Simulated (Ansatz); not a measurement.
## Electronic structure of CH2InN (SMILES N#[C][InH2]) in real space

```
atom    x (Å)    y (Å)    z (Å)
   N   0.1474  -1.9248   1.6007
   C   0.0836  -1.0374   0.8529
  In  -0.0345   0.6028  -0.5285
   H  -1.0293   0.3098  -1.8909
   H   0.8827   1.9759  -0.0755
```

Core potentials replace the inner electrons of In.

Theory: RKS PBE0-D4/def2-SVP (Ansatz).

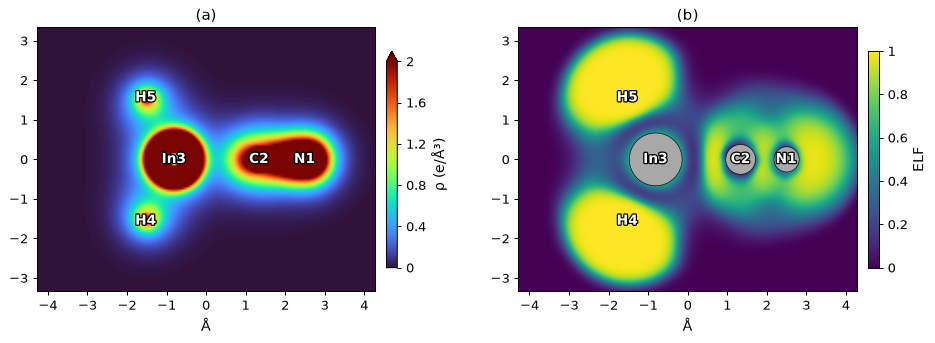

Figure 1. (a) electron density; (b) electron localisation function on the molecular plane. Grey discs cover the atomic cores in the ELF map.

Q: Describe what can be read from this map.

A:
- The section cuts through N, C, In and H sites.
- C–N (1.16 Å): ρ is about 3.5 e/Å³ halfway; the ELF peaks at about 0.85 between the atoms; a short, multiple covalent bond.
- C–In (2.15 Å): the density is about 0.61 e/Å³ at the midpoint; the ELF peaks at about 0.95 in the valence shell of C, 0.7 Å from its nucleus, and drops to about 0.15 between the two atoms.
- In–H (1.71 Å): the density is about 1.2 e/Å³ at the midpoint; the ELF climbs to about 1 towards the hydrogen.
- The ELF also peaks beside N1, away from the bonds: lone-pair regions.

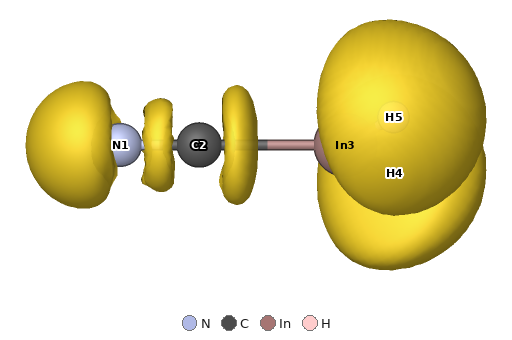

Figure 2. Isosurface of the electron localisation function at 0.8 (yellow), seen from one side. Only the valence region is drawn (cores and ρ < 0.01 e/Å³ removed).

Q: What do the ELF domains correspond to?

A: At this value the surface marks out one region between bonded C–N atoms (shared pairs), two regions around hydrogen nuclei, one lobe of the valence shell of C pointing towards In (polar bonds) and one lobe on N, pointing away from the bonds (lone pairs).

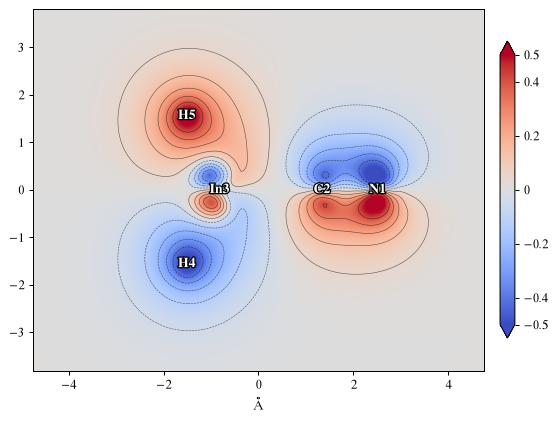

Figure 3. One frontier orbital on the molecular plane (values in Å⁻³ᐟ²; the overall sign is arbitrary).

Q: Which orbital is it: HOMO or LUMO?

A: The HOMO, at −8.92 eV. It lies mainly on In3 (about 25 %), N1 (about 20 %), H4 (about 20 %), H5 (about 20 %) and C2 (about 15 %); it is symmetric in the molecular plane (an in-plane orbital: σ, lone-pair or in-plane π type).

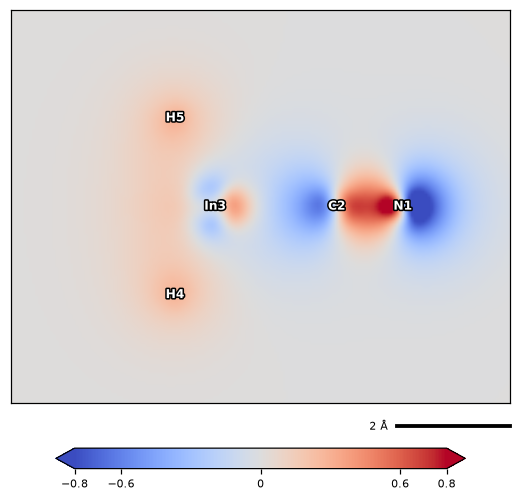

Figure 4. The HOMO−1 on the molecular plane (values in Å⁻³ᐟ²; the overall sign is arbitrary).

Q: What is the character of this orbital?

A: Its weight (Hirshfeld) is mainly on N1 (about 50 %), C2 (about 25 %) and In3 (about 15 %); it is symmetric in the molecular plane (an in-plane orbital: σ, lone-pair or in-plane π type). Its energy is −9.30 eV.
